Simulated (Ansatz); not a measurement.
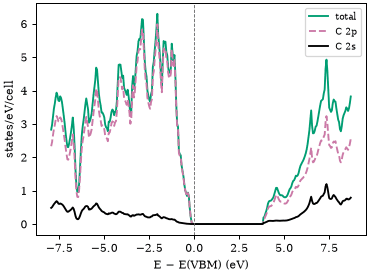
Figure: Total and projected density of states of C in space group P4_2/ncm (No. 138; C on 8i, C on 4b), the program Ansatz at the PBE level (PAW)

Which orbitals carry the states next to the gap?

Top 1 eV of the valence band: C 2p 98 %. Bottom 1 eV of the conduction band: C 2p 78 %, C 2s 12 %, outside the projected shells 10 %. Projections are on Löwdin-orthogonalised atomic valence shells; empty p or d shells of many metals are not among them.

Where is the tallest occupied peak in this window, and what makes it?

Near -2.0 eV, about 6.3 states/eV per cell; the largest projected share is C 2p.

The start of the workflow was typed in or built on a structure type; neither database checked (COD, Materials Project) lists it. It is not the phase usual at ambient conditions (space group No. 194, 227). The PBE relaxation kept the symmetry of its start; its stability against distortions is not shown here.

Potentials: the later of the program's two PAW sets.
